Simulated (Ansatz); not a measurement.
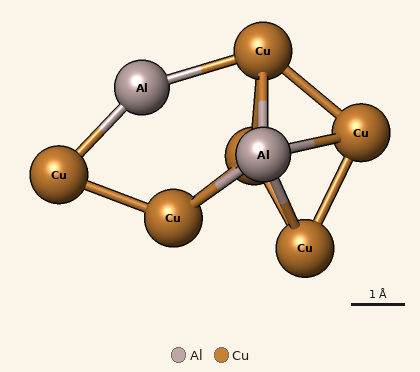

*The structure as given in the input (ball-and-stick view, seen at a tilt). Sticks mark near contacts.*

Bond lengths as drawn: Al–Cu 2.31 to 2.43 Å and Cu–Cu 2.33 to 2.45 Å.

## Run report: Al₂Cu₆, single-point calculation

System: Al₂Cu₆.
Method: RKS PBE0-D4/def2-TZVP (Ansatz 0.2.0).

The geometry comes from this level: r2SCAN-D4/def2-SVP.

## Input file
```yaml
crystal:
  periodic: [false, false, false]
  atoms:
    - {symbol: Al, position_ang: [-0.118738, 0.594540, 1.356070]}
    - {symbol: Al, position_ang: [0.407260, 1.267954, -1.578672]}
    - {symbol: Cu, position_ang: [1.459241, -1.102219, 1.811006]}
    - {symbol: Cu, position_ang: [-1.538284, -0.043812, -0.505561]}
    - {symbol: Cu, position_ang: [-1.786492, 1.427351, -2.298637]}
    - {symbol: Cu, position_ang: [1.955750, 0.612284, 0.156247]}
    - {symbol: Cu, position_ang: [-0.913553, -1.601989, 1.445891]}
    - {symbol: Cu, position_ang: [0.534796, -1.154108, -0.386354]}
basis:
  gaussian: {orbitals: def2-TZVP, initial_orbitals: start.molden}
hamiltonian: {xc: pbe0, dispersion: d4}
scf: {omitted_lower_state_checks: [starts]}
output: {orbitals: {seedname: orbitals}}
```

Run as:
```bash
ansatz run in.yaml --threads 4 --pin off --events-out ev --progress --plain --max-ram 6963MiB
```

## The program's output
```
Functional definition: PBE0
  name "PBE0"
  cite "Adamo & Barone, J. Chem. Phys. 110, 6158 (1999) doi:10.1063/1.478522"
  cite "Perdew, Burke & Ernzerhof, Phys. Rev. Lett. 77, 3865 (1996) doi:10.1103/PhysRevLett.77.3865"
  parent pbe
  parameter a = 0.25
  parameter kappa = 0.804
  parameter beta = 0.06672455060314922
  exchange = (1 - a)*pbe_x(kappa = kappa, mu = beta*pi^2/3) + a*exact_x
  correlation = pbe_c(beta = beta)
these checks for a lower state are left out or cut short: starts
3290 factors; integrals over basis functions are off by at most 4.5e-4 eV
mean field evaluation 1: about -280992.6162 eV, gradient 2.1e2 eV
mean field evaluation 2: about -280997.3130 eV, gradient 9.4e0 eV
mean field evaluation 4: about -280997.9555 eV, gradient 2.6e-2 eV
mean field evaluation 8: about -280998.4223 eV, gradient 1.9e-5 eV
mean field -280998.42225997 eV, -10326.5015504824 hartree, gradient 4.4e-5 eV, S^2 0.000000; 0 other end points of the search recorded, 0 dependent functions left out
reference -280998.42229671 eV, -10326.5015518326 hartree; 100, 100 occupied and 244, 244 virtual orbitals, 3290 factors
Total energy: -280998.98761516 eV, -10326.5223269024 hartree
Checks for a lower state left out: starts
```

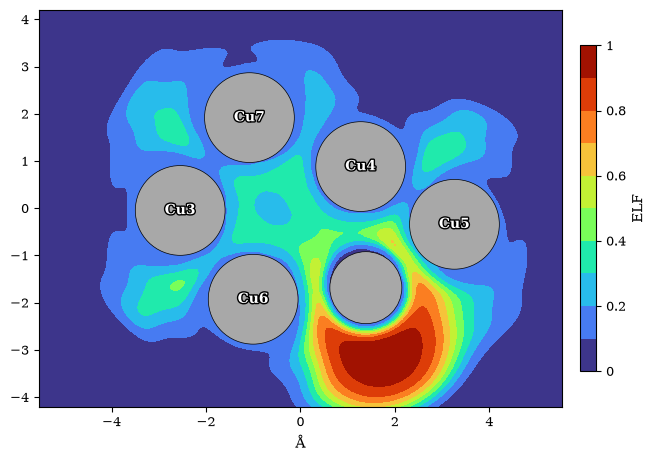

*ELF on the plane of atoms Cu6, Cu3 and Cu7. Grey discs, where drawn, cover atomic cores.*

The section cuts through Cu sites. Cu–Cu (2.33 Å): the ELF is about 0.20 at the midpoint. Cu–Cu (2.43 Å): the ELF is about 0.20 at the midpoint.

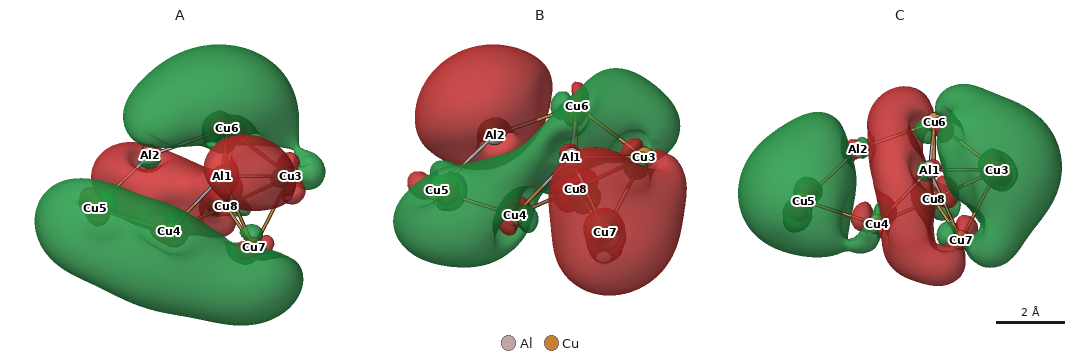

*Three frontier orbitals at ±0.05 Å⁻³ᐟ² (green and red are the two phases).*

C is the HOMO−1 (−5.25 eV). It lies mainly on Cu5 (20 %), Cu3 (20 %), Al2 (15 %), Cu4 (10 %) and Cu7 (10 %). B is the HOMO (−4.61 eV). Its weight (Hirshfeld) is mainly on Al2 (30 %), Cu7 (15 %), Cu5 (10 %), Cu6 (10 %) and Al1 (10 %). A is the LUMO (−2.48 eV). It lies mainly on Cu6 (20 %), Cu4 (15 %), Al2 (15 %), Cu7 (15 %) and Cu5 (10 %). The HOMO–LUMO gap is 2.13 eV between the orbital energies.

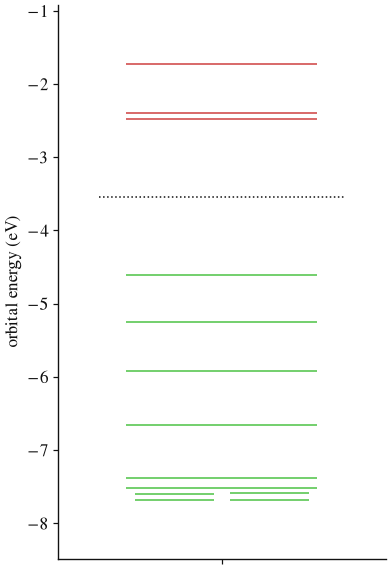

*Orbital energies near the frontier; the dotted line parts filled from empty levels, and levels within 0.02 eV of each other stand side by side.*

Highest filled −4.61 eV, lowest empty −2.48 eV, 2.13 eV apart.

## Summary

```json
{"quantity": "outcome", "value": "converged"}
{"quantity": "total energy", "value": "−280998.9876 eV"}
{"quantity": "mean-field energy", "value": "−280998.4223 eV"}
{"quantity": "dispersion energy", "value": "−0.5653 eV"}
{"quantity": "SCF solution under orbital rotations", "value": "stable"}
{"quantity": "HOMO", "value": "−4.61 eV"}
{"quantity": "LUMO", "value": "−2.48 eV"}
{"quantity": "hardware", "value": "4 threads of Arm Neoverse V2, 23 GiB of memory available, shared host"}
{"quantity": "wall time", "value": "39 s (CPU time 2.5 min)"}
{"quantity": "peak memory", "value": "2.4 GiB"}
```
